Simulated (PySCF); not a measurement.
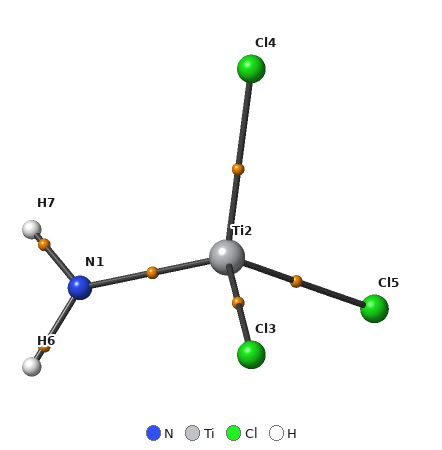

*Cl₃H₂NTi, SMILES `N[Ti](Cl)(Cl)Cl`. Molecular graph of the electron density (QTAIM): bond paths, bond critical points (orange), ring points (yellow, if any); weak paths are dashed.*

Method: PBE0/def2-TZVP; geometry: GFN2-xTB; program: PySCF. This is a single-reference result, which may miss multireference character in this system. No frequency check shows the geometry to be a minimum. GFN2-xTB bond lengths at metals and heavier atoms can be off by up to 0.1 Å and shapes distorted, which carries into these values.

Coordinates in Å:

```
N1      -0.0001    0.0786   -2.0984
Ti2     -0.0002    0.0164   -0.2838
Cl3     -1.7275    0.9541    0.5394
Cl4      1.7231    0.9619    0.5393
Cl5      0.0047   -1.9802    0.4701
H6      -0.8278    0.0880   -2.6978
H7       0.8272    0.0917   -2.6978
```

How many critical points of each kind are there, and does the count close?

Answer. 7 nuclei, 6 bond, 0 ring and 0 cage critical points: 7 − 6 + 0 − 0 = 1, as the Poincaré–Hopf relation requires.

Tabulate density, Laplacian, ellipticity and energy density at the bond critical points (atomic units).

Answer.
```json
{"bond": "N1–H7 (2 alike)", "length (Å)": "1.022", "ρ (a.u.)": "0.324", "∇²ρ (a.u.)": "−1.57", "ε": "0.02", "H (a.u.)": "−0.448"}
{"bond": "N1–Ti2", "length (Å)": "1.816", "ρ (a.u.)": "0.165", "∇²ρ (a.u.)": "+0.50", "ε": "0.33", "H (a.u.)": "−0.067"}
{"bond": "Ti2–Cl3 (2 alike)", "length (Å)": "2.131", "ρ (a.u.)": "0.114", "∇²ρ (a.u.)": "+0.30", "ε": "0.03", "H (a.u.)": "−0.038"}
{"bond": "Ti2–Cl5", "length (Å)": "2.134", "ρ (a.u.)": "0.113", "∇²ρ (a.u.)": "+0.29", "ε": "0.01", "H (a.u.)": "−0.038"}
```

What kind of interaction is Ti2–Cl3?

Answer. Polar or intermediate (positive Laplacian, negative energy density H): ρ = 0.114, ∇²ρ = +0.30, H = −0.038 a.u.

The PySCF run took 54 s on 1 thread of Arm Neoverse N1, on a shared host, peak memory 0.78 GiB.
